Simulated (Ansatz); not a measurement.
# SiHF (SMILES F[SiH]): levels of theory compared

Wanted: a comparison of 6 runs (BHLYP/STO-3G, HSE06/STO-3G, wB97M-V/STO-3G, wB97X/STO-3G, CCSDTQ/STO-3G, CCSD/STO-3G) of SiHF. 

The results are computed with Ansatz 0.2.0.

61 further runs of the same task are left out: 7 that didn't finish, 54 set aside as unsound or not needed.

## 1. Starting point

SiHF: 3 atoms, total charge 0, spin state singlet. As SMILES, `F[SiH]`. The Si2–F1 distance was set to 2.418 Å, away from the relaxed value. At this shape a bond of the SMILES string is far longer than usual.

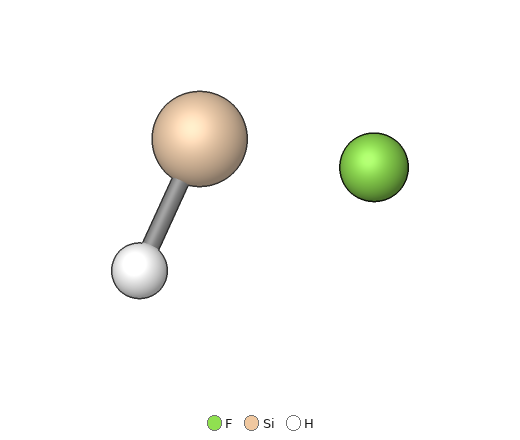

The structure, seen from a chosen angle (fluorine green, silicon light orange, hydrogen white).

## 2. The energy at BHLYP/STO-3G (run 1)

File input.yaml:

```yaml
crystal:
  periodic: [false, false, false]
  atoms:
    - symbol: F
      position_ang: [-1.728738, -0.278118, -0.990373]
    - symbol: Si
      position_ang: [0.186800, 0.629400, 0.173800]
    - symbol: H
      position_ang: [0.892400, -0.718600, 0.415300]
basis:
  gaussian: {orbitals: STO-3G}
accuracy: high
hamiltonian: {xc: {name: BHLYP}}
```

On the command line:

```bash
ansatz run input.yaml --threads 1 --pin off --max-ram 2610MiB --events-out events.jsonl --progress --plain --runs-dir runs
```

What it wrote:

```text
Warning: RAYON_NUM_THREADS=1 ignored (pool sized by the plan → 1); use --threads N
Functional definition: BHLYP
  name "BHLYP"
  parameter a = 0.5
  exchange = (1 - a)*b88_x + a*exact_x
  correlation = lyp_c
236 factors; integrals over basis functions are off by at most 3.3e-8 eV
mean field evaluation 1: about -10467.1548 eV, gradient 2.1e1 eV
mean field evaluation 2: about -10343.5201 eV, gradient 1.5e2 eV
mean field evaluation 4: about -10439.7330 eV, gradient 1.0e2 eV
mean field evaluation 8: about -10473.0844 eV, gradient 1.2e-1 eV
mean field -10473.08450099 eV, -384.8787564999 hartree, gradient 2.5e-8 eV, S^2 0.000000; 0 other end points of the search recorded, 0 dependent functions left out
reference -10473.08451580 eV, -384.8787570441 hartree; 12, 12 occupied and 3, 3 virtual orbitals, 236 factors
Total energy: -10473.08451580 eV, -384.8787570441 hartree
```

Run time: 0.38 s. Hardware: 1 thread of AMD EPYC 9R14 (Zen 4), shared host.

## 3. A single-point energy at HSE06/STO-3G (run 2)

Changes to input.yaml since step 2:

```diff
@@ -11,3 +11,3 @@
   gaussian: {orbitals: STO-3G}
+hamiltonian: {xc: {name: HSE06}}
 accuracy: high
-hamiltonian: {xc: {name: BHLYP}}
```

On the command line:

```bash
ansatz run input.yaml --threads 1 --pin off --max-ram 2610MiB --events-out events.jsonl --progress --plain --runs-dir runs
```

What it wrote:

```text
Warning: RAYON_NUM_THREADS=1 ignored (pool sized by the plan → 1); use --threads N
Functional definition: HSE06
  name "HSE06"
  parameter a = 0.25
  parameter omega = 0.11/bohr
  exchange = pbe_x - a*pbe_x_sr(omega) + a*exact_x_sr(omega)
  correlation = pbe_c
236 factors; integrals over basis functions are off by at most 3.3e-8 eV
49 factors; integrals over basis functions are off by at most 2.0e-9 eV
mean field evaluation 1: about -10462.4026 eV, gradient 2.4e1 eV
mean field evaluation 2: about -10149.4416 eV, gradient 1.2e2 eV
mean field evaluation 4: about -10465.4135 eV, gradient 1.9e1 eV
mean field evaluation 8: about -10466.8383 eV, gradient 1.6e1 eV
mean field evaluation 16: about -10468.3990 eV, gradient 9.5e-7 eV
mean field -10468.39901297 eV, -384.7065679909 hartree, gradient 8.1e-9 eV, S^2 0.000000; 0 other end points of the search recorded, 0 dependent functions left out
reference -10468.39901434 eV, -384.7065680414 hartree; 12, 12 occupied and 3, 3 virtual orbitals, 236 factors
Total energy: -10468.39901434 eV, -384.7065680414 hartree
```

Wall time 0.54 s (1 thread of AMD EPYC 9R14 (Zen 4), shared host).

Runs 3 to 4 aren't shown in full; the table further down has their settings and results.

## 4. The energy at CCSDTQ/STO-3G (run 5)

File in.yaml:

```yaml
crystal:
  periodic: [false, false, false]
  atoms:
    - symbol: F
      position_ang: [-1.728738, -0.278118, -0.990373]
    - symbol: Si
      position_ang: [0.186800, 0.629400, 0.173800]
    - symbol: H
      position_ang: [0.892400, -0.718600, 0.415300]
basis:
  gaussian: {orbitals: STO-3G}
scf: {omitted_lower_state_checks: [cluster_reference, increment]}
magnetization: {spin_polarized: false}
correlation: {method: ccsdtq, frozen_orbitals: {F: 1, H: 0, Si: 5}}
accuracy: high
```

On the command line:

```bash
ansatz run in.yaml --threads 1 --pin off --max-ram 2610MiB --events-out events.jsonl --progress --plain --runs-dir runs
```

What it wrote:

```text
Warning: RAYON_NUM_THREADS=1 ignored (pool sized by the plan → 1); use --threads N
[... 11 lines left out ...]
6 core orbitals not correlated: weight in the atoms' cores, before any rotation towards them, 1.000 or more for the frozen orbitals, at most 0.000 for the correlated occupied ones
[... 65 lines left out ...]
WARN: these amplitudes may be one of several solutions (largest doubles amplitude 0.41, level shift 4.51 eV)
Total energy: -10452.47598784 eV, -384.1214076105 hartree
Checks for a lower state left out: cluster_reference, increment
```

Wall time 3.3 s (1 thread of AMD EPYC 9R14 (Zen 4), shared host); peak memory 0.22 GiB.

## 5. The energy at CCSD/STO-3G (run 6)

File input.yaml:

```yaml
crystal:
  periodic: [false, false, false]
  atoms:
    - {symbol: F, position_ang: [-1.728738, -0.278118, -0.990373]}
    - {symbol: Si, position_ang: [0.186800, 0.629400, 0.173800]}
    - {symbol: H, position_ang: [0.892400, -0.718600, 0.415300]}
basis:
  gaussian:
    orbitals: STO-3G
magnetization:
  spin_polarized: false
correlation:
  method: ccsd
  frozen_orbitals: {F: 1, H: 0, Si: 5}
accuracy: high
scf:
  omitted_lower_state_checks: [cluster_reference, increment]
```

On the command line:

```bash
ansatz run input.yaml --threads 1 --pin off --max-ram 2610MiB --events-out events.jsonl --progress --plain --runs-dir runs
```

What it wrote:

```text
Warning: RAYON_NUM_THREADS=1 ignored (pool sized by the plan → 1); use --threads N
[... 11 lines left out ...]
6 core orbitals not correlated: weight in the atoms' cores, before any rotation towards them, 1.000 or more for the frozen orbitals, at most 0.000 for the correlated occupied ones
[... 34 lines left out ...]
WARN: these amplitudes may be one of several solutions (largest doubles amplitude 0.44, level shift 4.51 eV)
Total energy: -10452.32730544 eV, -384.1159436332 hartree
Checks for a lower state left out: cluster_reference, increment
```

Run time: 0.12 s. Hardware: 1 thread of AMD EPYC 9R14 (Zen 4), shared host.

## 6. Overview of the runs

```
run           level  frozen core orbitals  energy (Eh)  wall time
  1    BHLYP/STO-3G                     –  -384.878757     0.38 s
  2    HSE06/STO-3G                     –  -384.706568     0.54 s
  3  wB97M-V/STO-3G                     –  -384.936823      4.2 s
  4    wB97X/STO-3G                     –  -384.882582      1.7 s
  5   CCSDTQ/STO-3G                     6  -384.121408      3.3 s
  6     CCSD/STO-3G                     6  -384.115944     0.12 s
```

## 7. What came out

| quantity | value |
| --- | --- |
| run 6: total energy | -384.11594 Eh |
| run 6: correlation energy (6 core orbitals frozen) | -134.9 mEh |
| run 6: T1 diagnostic | 0.040 |

Totals of different functionals can't be ranked against each other. In run 6 the T1 diagnostic is large, so a single reference may not serve. In runs 5, 6 the log says that unrestricted orbitals would lower the reference, so the values rest on an unstable closed-shell determinant (other closed-shell runs at this shape may share the fault). In runs 1, 2, 3, 4, 5, 6 the basis is minimal, so the values are rough. All runs together took 10 s, the longest 4.2 s.
